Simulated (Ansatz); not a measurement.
# AlGa₂H (singlet): wave-function methods side by side, cc-pVTZ

Aim: climb from Hartree-Fock through coupled cluster for AlGa₂H (singlet) at one geometry and basis, and see what each rung misses.

Program: Ansatz 0.2.0, Gaussian basis. Level of theory: cc-pVTZ, core rule «outside noble gas», up to 33 orbitals frozen. These are calculated values, not measurements.

Plan: UHF; CCSD(T) on RHF; CCSD(T) on UHF; BCCD(T) on RHF; CCSDT(Q) on RHF; CCSDT(Q) on UHF.

4 further runs of the same task are left out: 4 set aside as unsound or not needed. Runs told in other sessions of the task aren't counted.

### Step 1. The system

The geometry is a PBE0/def2-TZVP stationary point (not a proven minimum) of the parent state, kept for this charge and spin. No spin-orbit coupling is included. The filled d shell of Ga may be among the frozen orbitals whatever the setting's name suggests.

4 atoms, charge 0, spin multiplicity 1.

Atoms are counted from 1 here; the program's logs count them from 0.

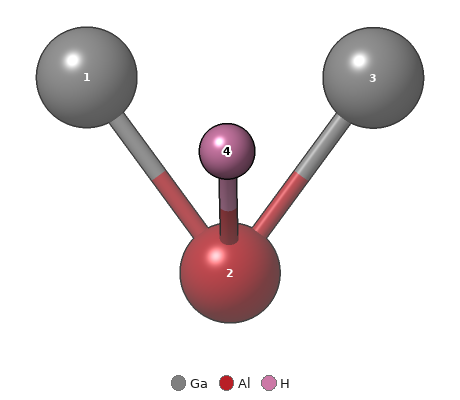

The structure; gallium grey, aluminium red, hydrogen pink; atoms are numbered from 1 in the order of the file.

In the tables R marks a restricted determinant and U an unrestricted one; energies count from the table's Hartree-Fock row.

### Step 2. UHF

Input file in.yaml:

```yaml
crystal:
  periodic: [false, false, false]
  atoms:
    - {symbol: Ga, position_ang: [-0.004403, 0.336351, 1.508986]}
    - {symbol: Al, position_ang: [-0.022649, -1.725034, 0.000000]}
    - {symbol: Ga, position_ang: [-0.004403, 0.336351, -1.508986]}
    - {symbol: H, position_ang: [1.215461, -0.355847, 0.000000]}
basis:
  gaussian: {orbitals: cc-pVTZ}
magnetization: {spin_polarized: true, initial_magnetization: 0}
hamiltonian: {xc: hf}
output: {orbitals: {seedname: orbitals}}
```

The run is started by

```bash
$ ansatz run in.yaml --threads 1 --pin off --events-out ev --progress --plain --max-ram 4096MiB --backend cpu
```

Standard output:

```text
Functional definition: HF
  name "HF"
  cite "Fock, Z. Phys. 61, 126 (1930) doi:10.1007/BF01340294"
  parent pbe
  exchange = exact_x
  correlation = 0
880 factors; integrals over basis functions are off by at most 1.3e-3 eV
mean field evaluation 1: about -111267.1429 eV, gradient 6.7e0 eV
mean field evaluation 2: about -111267.1479 eV, gradient 6.7e0 eV
mean field evaluation 4: about -111267.6493 eV, gradient 7.8e-1 eV
mean field evaluation 8: about -111267.6672 eV, gradient 4.2e-3 eV
mean field evaluation 16: about -111267.6588 eV, gradient 3.0e-1 eV
mean field evaluation 32: about -111268.3113 eV, gradient 7.9e-6 eV
mean field evaluation 64: about -111268.3105 eV, gradient 5.0e-2 eV
mean field evaluation 96: about -111268.3113 eV, gradient 3.4e-5 eV
mean field evaluation 128: about -111268.3111 eV, gradient 1.5e-2 eV
mean field evaluation 160: about -111267.1429 eV, gradient 6.7e0 eV
mean field evaluation 192: about -111267.6675 eV, gradient 3.6e0 eV
mean field evaluation 224: about -111267.0609 eV, gradient 3.4e0 eV
mean field evaluation 256: about -111268.2977 eV, gradient 3.7e-1 eV
mean field evaluation 288: about -111267.2599 eV, gradient 3.3e-1 eV
mean field evaluation 320: about -111267.6672 eV, gradient 1.1e-5 eV
mean field -111268.31127105 eV, -4089.0350188410 hartree, gradient 3.2e-6 eV, S^2 1.086292; 8 other end points of the search recorded, 0 dependent functions left out
reference -111268.31127105 eV, -4089.0350188410 hartree; 38, 38 occupied and 96, 96 virtual orbitals, 880 factors
Total energy: -111268.31127105 eV, -4089.0350188410 hartree
```

Wall time 47 s (1 thread of AMD EPYC 7R13, shared host); peak memory 0.4 GiB.

From the report: ⟨S²⟩ of the determinant 1.086 (pure singlet: 0.00). The determinant of HF (⟨S²⟩ 1.09) is far from a pure spin state, so its energy mixes those of several spin states; that is harmless only where they are near-degenerate.

The unrestricted solution breaks the spin symmetry, so the restricted determinant is unstable here.

### Step 3. CCSD(T) on RHF

Edit in.yaml of step 2 so:

```diff
@@ -9,4 +9,4 @@
   gaussian: {orbitals: cc-pVTZ}
-magnetization: {spin_polarized: true, initial_magnetization: 0}
-hamiltonian: {xc: hf}
-output: {orbitals: {seedname: orbitals}}
+magnetization: {spin_polarized: false}
+correlation: {method: ccsd_t, electrons: outside_noble_gas}
+output: {forces: true}
```

The command is unchanged.

Standard output, shortened:

```text
Functional definition: HF
  name "HF"
  cite "Fock, Z. Phys. 61, 126 (1930) doi:10.1007/BF01340294"
  parent pbe
[...]
880 factors; integrals over basis functions are off by at most 1.3e-3 eV
[...]
mean field -111267.66723482 eV, -4089.0113509459 hartree, gradient 2.7e-6 eV, S^2 0.000000; 6 other end points of the search recorded, 0 dependent functions left out; unrestricted orbitals would lower it
[...]
determinant -111267.66723482 eV, -4089.0113509459 hartree, with singles and doubles -111274.31098786 eV, -4089.2555043671 hartree
determinant -111266.72357960 eV, -4088.9766722562 hartree, with singles and doubles -111273.28180430 eV, -4089.2176825685 hartree
determinant -111265.20703123 eV, -4088.9209401317 hartree, with singles and doubles -111272.19394089 eV, -4089.1777043258 hartree
33 core orbitals not correlated: weight in the atoms' cores, before any rotation towards them, 1.000 or more for the frozen orbitals, at most 0.001 for the correlated occupied ones
reference -111267.66723482 eV, -4089.0113509459 hartree; 5, 5 occupied and 96, 96 virtual orbitals, 880 factors
second order -5.68470968 eV of doubles, -0.00000000 eV of singles
cycle   1  -6.47046393 eV  change   -2.4e-1 eV  update   2.5e-2
[...]
cycle  14  -6.48900809 eV  change    3.3e-7 eV  update   5.7e-7
perturbative correction -0.48533040 eV, -0.0178355632 hartree
[...]
Total energy: -111274.64157331 eV, -4089.2676531581 hartree
Atom 0 at    -0.004403     0.336351     1.508986 Å, force     0.037324     0.131608    -0.322382 eV/Å
Atom 1 at    -0.022649    -1.725034     0.000000 Å, force     0.043948    -0.252472     0.000000 eV/Å
Atom 2 at    -0.004403     0.336351    -1.508986 Å, force     0.037324     0.131609     0.322382 eV/Å
Atom 3 at     1.215461    -0.355847     0.000000 Å, force    -0.118596    -0.010745    -0.000000 eV/Å
Dipole moment:    -0.228372     0.158281    -0.000000 e Å
```

It took 34 s on 1 thread of AMD EPYC 7R13, shared host; peak memory 0.66 GiB.

From the report: correlation -6.9743 eV; T1 0.029; largest double amplitude 0.10.

### Step 4. CCSD(T) on UHF

Edit in.yaml of step 3 so:

```diff
@@ -9,3 +9,3 @@
   gaussian: {orbitals: cc-pVTZ}
-magnetization: {spin_polarized: false}
+magnetization: {spin_polarized: true, initial_magnetization: 0}
 correlation: {method: ccsd_t, electrons: outside_noble_gas}
```

The run is started by

```bash
$ ansatz run in.yaml --threads 2 --pin off --events-out ev --progress --plain --max-ram 24576MiB --backend cuda --devices 0, --max-vram 18GiB
```

Standard output, shortened:

```text
Functional definition: HF
  name "HF"
  cite "Fock, Z. Phys. 61, 126 (1930) doi:10.1007/BF01340294"
  parent pbe
[...]
880 factors; integrals over basis functions are off by at most 1.3e-3 eV
[...]
mean field -111268.31127105 eV, -4089.0350188410 hartree, gradient 1.8e-6 eV, S^2 1.086292; 33 other end points of the search recorded, 0 dependent functions left out
determinant -111268.31127105 eV, -4089.0350188410 hartree, with singles and doubles -111274.29303719 eV, -4089.2548446921 hartree
determinant -111268.16386053 eV, -4089.0296016043 hartree, with singles and doubles -111274.04150046 eV, -4089.2456008877 hartree
determinant -111267.87003205 eV, -4089.0188036068 hartree, with singles and doubles -111274.20163962 eV, -4089.2514858931 hartree
determinant -111267.23724063 eV, -4088.9955489508 hartree, with singles and doubles -111273.40438332 eV, -4089.2221872645 hartree
[...]
33 core orbitals not correlated: weight in the atoms' cores, before any rotation towards them, 1.000 or more for the frozen orbitals, at most 0.001 for the correlated occupied ones
reference -111268.31127105 eV, -4089.0350188410 hartree; 5, 5 occupied and 96, 96 virtual orbitals, 880 factors
second order -4.86033621 eV of doubles, -0.00000000 eV of singles
cycle   1  -5.88233487 eV  change   -1.0e-6 eV  update   4.7e-6
[...]
cycle  12  -5.88233309 eV  change    1.2e-8 eV  update   7.9e-8
perturbative correction -0.41720042 eV, -0.0153318327 hartree
[...]
Total energy: -111274.61080457 eV, -4089.2665224276 hartree
Atom 0 at    -0.004403     0.336351     1.508986 Å, force     0.016201     0.151149    -0.202875 eV/Å
Atom 1 at    -0.022649    -1.725034     0.000000 Å, force     0.034340    -0.277982     0.000000 eV/Å
Atom 2 at    -0.004403     0.336351    -1.508986 Å, force     0.016201     0.151149     0.202874 eV/Å
Atom 3 at     1.215461    -0.355847     0.000000 Å, force    -0.066743    -0.024315    -0.000000 eV/Å
Dipole moment:    -0.177800     0.123325    -0.000000 e Å
```

Run time: 23 s. Hardware: 1 × H100 (card shared with other runs) with 2 threads of AMD EPYC 7R13, shared host; peak host memory 1.1 GiB.

From the report: ⟨S²⟩ of the determinant 1.086 (pure singlet: 0.00); correlation -6.2995 eV; T1 0.083; largest double amplitude 0.05. The determinant of CCSD(T) (⟨S²⟩ 1.09) is far from a pure spin state, so its energy mixes those of several spin states; high orders of coupled cluster remove much of that, low ones don't.

### Step 5. BCCD(T) on RHF

Edit in.yaml of step 4 so:

```diff
@@ -9,4 +9,3 @@
   gaussian: {orbitals: cc-pVTZ}
-magnetization: {spin_polarized: true, initial_magnetization: 0}
-correlation: {method: ccsd_t, electrons: outside_noble_gas}
-output: {forces: true}
+magnetization: {spin_polarized: false}
+correlation: {method: bccd_t, electrons: outside_noble_gas}
```

The run is started by

```bash
$ ansatz run in.yaml --threads 1 --pin off --events-out ev --progress --plain --max-ram 4096MiB --backend cpu
```

Standard output, shortened:

```text
Functional definition: HF
  name "HF"
  cite "Fock, Z. Phys. 61, 126 (1930) doi:10.1007/BF01340294"
  parent pbe
[...]
880 factors; integrals over basis functions are off by at most 1.3e-3 eV
[...]
mean field -111267.66723482 eV, -4089.0113509459 hartree, gradient 2.7e-6 eV, S^2 0.000000; 6 other end points of the search recorded, 0 dependent functions left out; unrestricted orbitals would lower it
[...]
determinant -111267.66723482 eV, -4089.0113509459 hartree, with singles and doubles -111274.31098786 eV, -4089.2555043671 hartree
determinant -111266.72357960 eV, -4088.9766722562 hartree, with singles and doubles -111273.28180430 eV, -4089.2176825685 hartree
determinant -111265.20703123 eV, -4088.9209401317 hartree, with singles and doubles -111272.19394089 eV, -4089.1777043258 hartree
33 core orbitals not correlated: weight in the atoms' cores, before any rotation towards them, 1.000 or more for the frozen orbitals, at most 0.001 for the correlated occupied ones
reference -111267.66723482 eV, -4089.0113509459 hartree; 5, 5 occupied and 96, 96 virtual orbitals, 880 factors
second order -5.68470968 eV of doubles, -0.00000000 eV of singles
cycle   1  -6.44801447 eV  change   -2.2e-1 eV  update   2.8e-2
[...]
cycle  12  -6.46371632 eV  change    1.2e-5 eV  update   7.4e-6
perturbative correction -0.51509623 eV, -0.0189294372 hartree
Total energy: -111274.64604737 eV, -4089.2678175766 hartree
```

Run time: 24 s. Hardware: 1 thread of AMD EPYC 7R13, shared host; peak memory 0.49 GiB.

From the report: correlation -6.9788 eV; largest double amplitude 0.11.

### Step 6. CCSDT(Q) on RHF

Edit in.yaml of step 5 so:

```diff
@@ -10,2 +10,2 @@
 magnetization: {spin_polarized: false}
-correlation: {method: bccd_t, electrons: outside_noble_gas}
+correlation: {method: ccsdt_q, electrons: outside_noble_gas}
```

The run is started by

```bash
$ ansatz run in.yaml --threads 2 --pin off --events-out ev --progress --plain --max-ram 24576MiB --backend cuda --devices 0, --max-vram 18GiB
```

Standard output, shortened:

```text
Functional definition: HF
  name "HF"
  cite "Fock, Z. Phys. 61, 126 (1930) doi:10.1007/BF01340294"
  parent pbe
[...]
1672 factors; integrals over basis functions are off by at most 1.7e-7 eV
[...]
mean field -111267.66724946 eV, -4089.0113514840 hartree, gradient 1.8e-6 eV, S^2 0.000000; 6 other end points of the search recorded, 0 dependent functions left out; unrestricted orbitals would lower it
determinant -111267.66724946 eV, -4089.0113514840 hartree, with singles and doubles -111274.31102443 eV, -4089.2555057107 hartree
determinant -111266.72359310 eV, -4088.9766727522 hartree, with singles and doubles -111273.28184211 eV, -4089.2176839581 hartree
determinant -111265.20704096 eV, -4088.9209404891 hartree, with singles and doubles -111272.19401687 eV, -4089.1777071181 hartree
33 core orbitals not correlated: weight in the atoms' cores, before any rotation towards them, 1.000 or more for the frozen orbitals, at most 0.001 for the correlated occupied ones
reference -111267.66724946 eV, -4089.0113514840 hartree; 5, 5 occupied and 96, 96 virtual orbitals, 1672 factors
second order -5.68475175 eV of doubles, -0.00000000 eV of singles
cycle   1  -6.11880674 eV  change   -4.3e-1 eV  update   1.4e-1
[...]
cycle  25  -7.01609042 eV  change   -7.5e-7 eV  update   4.1e-7
perturbative correction -0.05987072 eV, -0.0022002085 hartree
Total energy: -111274.74321060 eV, -4089.2713882597 hartree
```

It took 8 s on 1 × H100 (card shared with other runs) with 2 threads of AMD EPYC 7R13, shared host; peak host memory 0.89 GiB.

From the report: correlation -7.0760 eV; T1 0.033; largest double amplitude 0.16.

### Step 7. CCSDT(Q) on UHF

Edit in.yaml of step 6 so:

```diff
@@ -9,3 +9,3 @@
   gaussian: {orbitals: cc-pVTZ}
-magnetization: {spin_polarized: false}
+magnetization: {spin_polarized: true, initial_magnetization: 0}
 correlation: {method: ccsdt_q, electrons: outside_noble_gas}
```

Same command.

Standard output, shortened:

```text
Functional definition: HF
  name "HF"
  cite "Fock, Z. Phys. 61, 126 (1930) doi:10.1007/BF01340294"
  parent pbe
[...]
1672 factors; integrals over basis functions are off by at most 1.7e-7 eV
[...]
mean field -111268.31128787 eV, -4089.0350194588 hartree, gradient 2.2e-6 eV, S^2 1.086293; 34 other end points of the search recorded, 0 dependent functions left out
determinant -111268.31128787 eV, -4089.0350194588 hartree, with singles and doubles -111274.29426238 eV, -4089.2548897169 hartree
determinant -111268.16387888 eV, -4089.0296022786 hartree, with singles and doubles -111274.04343890 eV, -4089.2456721238 hartree
determinant -111267.87004908 eV, -4089.0188042325 hartree, with singles and doubles -111274.20239056 eV, -4089.2515134898 hartree
determinant -111267.23725918 eV, -4088.9955496325 hartree, with singles and doubles -111273.40316708 eV, -4089.2221425687 hartree
[...]
determinant -111267.66724946 eV, -4089.0113514840 hartree, with singles and doubles -111274.15624125 eV, -4089.2498175340 hartree
determinant -111266.72359310 eV, -4088.9766727522 hartree, with singles and doubles -111273.28224387 eV, -4089.2176987225 hartree
determinant -111265.20704096 eV, -4088.9209404891 hartree, with singles and doubles -111272.17928035 eV, -4089.1771655609 hartree
33 core orbitals not correlated: weight in the atoms' cores, before any rotation towards them, 1.000 or more for the frozen orbitals, at most 0.001 for the correlated occupied ones
reference -111268.31128787 eV, -4089.0350194588 hartree; 5, 5 occupied and 96, 96 virtual orbitals, 1672 factors
second order -4.86036682 eV of doubles, -0.00000000 eV of singles
cycle   1  -5.42449858 eV  change   -5.6e-1 eV  update   1.3e-1
[...]
cycle  38  -6.36590202 eV  change   -3.3e-7 eV  update   2.6e-7
perturbative correction -0.05727231 eV, -0.0021047187 hartree
Total energy: -111274.73446220 eV, -4089.2710667617 hartree
```

It took 51 s on 1 × H100 (card shared with other runs) with 2 threads of AMD EPYC 7R13, shared host; peak host memory 1 GiB.

From the report: ⟨S²⟩ of the determinant 1.086 (pure singlet: 0.00); correlation -6.4232 eV; T1 0.116; largest double amplitude 0.09. The determinant of CCSDT(Q) (⟨S²⟩ 1.09) is far from a pure spin state, so its energy mixes those of several spin states; high orders of coupled cluster remove much of that, low ones don't.

### Step 8. The ladder

No level here is safe as a reference; RCCSDT(Q) serves as a yardstick only. Rows without a time are mean-field rows or come out of runs for another level: lower rungs of the coupled-cluster runs, or the Hartree-Fock search. The times of RCCSD(T), UCCSD(T) include forces.

Differences are taken before rounding.

```csv
method,energy from the lowest RHF (kJ/mol),from RCCSDT(Q) (kJ/mol),time
RHF,0.0,+682.7,
UHF,-62.1,+620.6,
RMP2,-548.5,+134.2,
UMP2,-531.1,+151.6,
RCCSD,-626.1,+56.6,
UCCSD,-629.7,+53.0,
RCCSD(T),-672.9,+9.8,34 s
UCCSD(T),-670.0,+12.8,23 s (GPU)
BCCD(T),-673.4,+9.4,24 s
RCCSDT,-677.0,+5.8,
UCCSDT,-676.4,+6.4,
RCCSDT(Q),-682.7,0,8 s (GPU)
UCCSDT(Q),-681.9,+0.8,51 s (GPU)
```

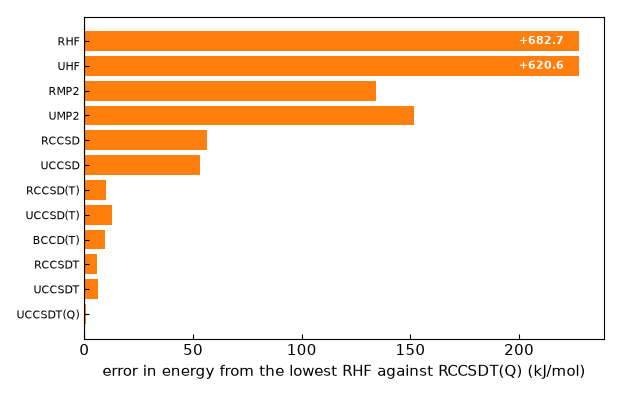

How far each level lands from RCCSDT(Q). Bars with a number in them are cut short.

Some runs used a GPU and others CPU threads alone; cost is compared among the CPU runs only.

### Step 9. What came out

| quantity | value |
| --- | --- |
| RCCSDT(Q) from the RHF energy | -7.0760 eV |
| RMP2 from RCCSDT(Q) | +134.2 kJ/mol |
| UMP2 from RCCSDT(Q) | +151.6 kJ/mol |
| RCCSD from RCCSDT(Q) | +56.6 kJ/mol |
| RCCSD(T) from RCCSDT(Q) | +9.8 kJ/mol |
| UCCSD(T) from RCCSDT(Q) | +12.8 kJ/mol |
| UCCSDT(Q) from RCCSDT(Q) | +0.8 kJ/mol |
| T1 diagnostic | 0.029 |

In words: RCCSD(T) misses by +9.8 kJ/mol, 1.4 % of the correlation energy. CCSD(T) misses by +9.8 kJ/mol on the restricted determinant and by +12.8 kJ/mol on the unrestricted one; the two need not hold the same state or core. Warnings: restricted reference is unstable; spin contamination; large T1 diagnostic.
